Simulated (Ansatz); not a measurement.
**N2H (dinitrogen monohydride) at 6 levels**

Aim: a comparison of 6 runs (U-wB97M-V/STO-3G, UBLYP/STO-3G, UPBE/STO-3G, UPBE0/STO-3G, UCCSDT/STO-3G, UCCSDTQ/STO-3G) of N2H (dinitrogen monohydride). 

Program for the calculation: Ansatz 0.2.0.

22 further runs of the same task are left out: 22 set aside as unsound or not needed.

## Step 1: Starting point

The species is N2H (3 atoms), meant as a doublet with charge 0. As SMILES, `[N]=N`. The H3–N2 distance was set to 2.113 Å, away from the relaxed value. At this shape a bond of the SMILES string is far longer than usual.

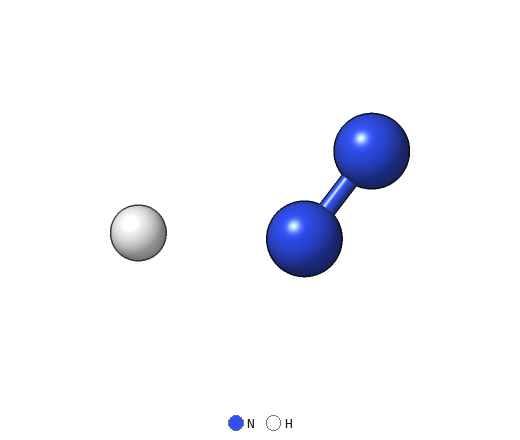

Viewed from a chosen angle; nitrogen blue, hydrogen white.

## Step 2: The energy at U-wB97M-V/STO-3G (run 1)

input.yaml reads:

```yaml
crystal:
  periodic: [false, false, false]
  atoms:
    - {symbol: N, position_ang: [0.883747, -1.648901, 0.312159]}
    - {symbol: "N", position_ang: [-0.095443, -1.259891, -0.184121]}
    - {symbol: H, position_ang: [-0.441870, 0.824430, -0.156080]}
basis:
  gaussian:
    orbitals: STO-3G
magnetization:
  spin_polarized: true
  initial_magnetization: 1
hamiltonian:
  xc: {name: wB97M-V}
accuracy: high
```

The run is started by

```console
ansatz run input.yaml --threads 1 --pin off --max-ram 3480MiB --events-out events.jsonl --progress --plain --runs-dir runs
```

The program printed:

```text
Warning: RAYON_NUM_THREADS=1 ignored (pool sized by the plan → 1); use --threads N
Functional definition: wB97M-V
  name "wB97M-V"
  parameter omega = 0.3/bohr
  parameter cx = 0.15
  parameter cx01 = 1.007
  parameter cx10 = 0.259
  parameter css00 = 0.443
  parameter css04 = -1.437
  parameter css10 = -4.535
  parameter css20 = -3.390
  parameter css43 = 4.278
  parameter cos00 = 1.000
  parameter cos10 = 1.358
  parameter cos20 = 2.924
  parameter cos21 = -8.812
  parameter cos60 = -1.390
  parameter cos61 = 9.142
  parameter b = 6.0
  parameter c = 0.01
  gx(w, u) = 1 - cx + cx01*u + cx10*w
  gss(w, u) = css00 + css04*u^4 + css10*w + css20*w^2 + css43*w^4*u^3
  gos(w, u) = cos00 + cos10*w + (cos20 + cos21*u)*w^2 + (cos60 + cos61*u)*w^6
  exchange = spin_sum(e_x_unif_sr(omega)*gx(b97_w, b97_u_x)) + cx*exact_x_sr(omega) + exact_x_lr(omega)
  correlation = spin_sum(e_c_pw_mod_same_spin*gss(b97_w, b97_u_same))
      + integral(e_c_pw_mod_opposite_spin*gos(b97_w_opposite, b97_u_opposite)) + vv10(b, c)
167 factors; integrals over basis functions are off by at most 1.4e-8 eV
97 factors; integrals over basis functions are off by at most 5.6e-10 eV
mean field evaluation 1: about -2952.7994 eV, gradient 5.4e0 eV
mean field evaluation 2: about -2953.1677 eV, gradient 2.2e0 eV
mean field evaluation 4: about -2953.2377 eV, gradient 3.9e-1 eV
mean field evaluation 8: about -2953.1949 eV, gradient 1.6e-2 eV
mean field evaluation 16: about -2953.1950 eV, gradient 1.6e-5 eV
mean field -2953.19495111 eV, -108.5279127058 hartree, gradient 6.3e-9 eV, S^2 0.751143; 0 other end points of the search recorded, 0 dependent functions left out
reference -2953.19495265 eV, -108.5279127623 hartree; 8, 7 occupied and 3, 4 virtual orbitals, 167 factors
Total energy: -2953.19495265 eV, -108.5279127623 hartree
```

Run time: 7.8 s. Hardware: 1 thread of Arm Neoverse V2, shared host; peak memory 0.29 GiB.

## Step 3: A single-point energy at UBLYP/STO-3G (run 2)

input.yaml reads:

```yaml
crystal:
  periodic: [false, false, false]
  atoms:
    - symbol: "N"
      position_ang: [0.883747, -1.648901, 0.312159]
    - symbol: "N"
      position_ang: [-0.095443, -1.259891, -0.184121]
    - symbol: H
      position_ang: [-0.441870, 0.824430, -0.156080]
basis:
  gaussian: {orbitals: STO-3G}
magnetization: {spin_polarized: true, initial_magnetization: 1}
hamiltonian: {xc: {name: BLYP}}
accuracy: high
```

The run is started by

```console
ansatz run input.yaml --threads 1 --pin off --max-ram 3480MiB --events-out events.jsonl --progress --plain --runs-dir runs
```

The program printed:

```text
Warning: RAYON_NUM_THREADS=1 ignored (pool sized by the plan → 1); use --threads N
Functional definition: BLYP
  name "BLYP"
  parameter beta = 0.0042
  parameter a = 0.04918
  parameter b = 0.132
  parameter c = 0.2533
  parameter d = 0.349
  exchange = b88_x(beta = beta)
  correlation = lyp_c(a = a, b = b, c = c, d = d)
167 factors; integrals over basis functions are off by at most 1.4e-8 eV
mean field evaluation 1: about -2952.0712 eV, gradient 4.9e0 eV
mean field evaluation 2: about -2952.3141 eV, gradient 3.3e0 eV
mean field evaluation 4: about -2952.3794 eV, gradient 3.7e-1 eV
mean field evaluation 8: about -2952.3203 eV, gradient 3.4e-3 eV
mean field evaluation 16: about -2952.3203 eV, gradient 5.3e-7 eV
mean field -2952.32025950 eV, -108.4957683820 hartree, gradient 6.7e-9 eV, S^2 0.751199; 0 other end points of the search recorded, 0 dependent functions left out
reference -2952.32028694 eV, -108.4957693903 hartree; 8, 7 occupied and 3, 4 virtual orbitals, 167 factors
Total energy: -2952.32028694 eV, -108.4957693903 hartree
```

It took 0.64 s on 1 thread of Arm Neoverse V2, shared host; peak memory 0.091 GiB.

Runs 3 to 5 aren't shown in full; the table further down has their settings and results.

## Step 4: The energy at UCCSDTQ/STO-3G (run 6)

molecule.yaml reads:

```yaml
crystal:
  periodic: [false, false, false]
  atoms:
    - {symbol: "N", position_ang: [0.883747, -1.648901, 0.312159]}
    - {symbol: "N", position_ang: [-0.095443, -1.259891, -0.184121]}
    - {symbol: H, position_ang: [-0.441870, 0.824430, -0.156080]}
basis:
  gaussian:
    orbitals: STO-3G
magnetization:
  spin_polarized: true
  initial_magnetization: 1
correlation:
  method: ccsdtq
  frozen_orbitals: {H: 0, "N": 1}
accuracy: high
scf:
  omitted_lower_state_checks: [cluster_reference, increment]
```

The run is started by

```console
ansatz run molecule.yaml --threads 1 --pin off --max-ram 3480MiB --events-out events.jsonl --progress --plain --runs-dir runs
```

The program printed:

```text
Warning: RAYON_NUM_THREADS=1 ignored (pool sized by the plan → 1); use --threads N
[... 12 lines left out ...]
2 core orbitals not correlated: weight in the atoms' cores, before any rotation towards them, 1.000 or more for the frozen orbitals, at most 0.000 for the correlated occupied ones
[... 30 lines left out ...]
Total energy: -2942.53873480 eV, -108.1363039794 hartree
Checks for a lower state left out: cluster_reference, increment
```

It took 29 s on 1 thread of Arm Neoverse V2, shared host; peak memory 0.42 GiB.

## Step 5: Overview of the runs

```csv
run,level,frozen core orbitals,energy (Eh),⟨S²⟩,wall time
1,U-wB97M-V/STO-3G,–,-108.527913,0.751,7.8 s
2,UBLYP/STO-3G,–,-108.495769,0.751,0.64 s
3,UPBE/STO-3G,–,-108.414362,0.751,0.64 s
4,UPBE0/STO-3G,–,-108.419763,0.752,0.74 s
5,UCCSDT/STO-3G,2,-108.133046,1.143,0.6 s
6,UCCSDTQ/STO-3G,2,-108.136304,1.143,29 s
```

## Step 6: Summary of results

| quantity | value |
| --- | --- |
| run 6: total energy | -108.13630 Eh |
| run 6: correlation energy (2 core orbitals frozen) | -171.2 mEh |
| run 6: ⟨S²⟩ of the reference determinant | 1.143 |
| run 6: T1 diagnostic | 0.077 |

What this shows: Totals of different functionals can't be ranked against each other. In runs 1, 2, 3, 4, 5, 6 the basis is minimal, so the values are rough. Spin contamination of the reference: run 5 ⟨S²⟩ = 1.14, run 6 ⟨S²⟩ = 1.14. All runs together took 39 s, the longest 29 s.
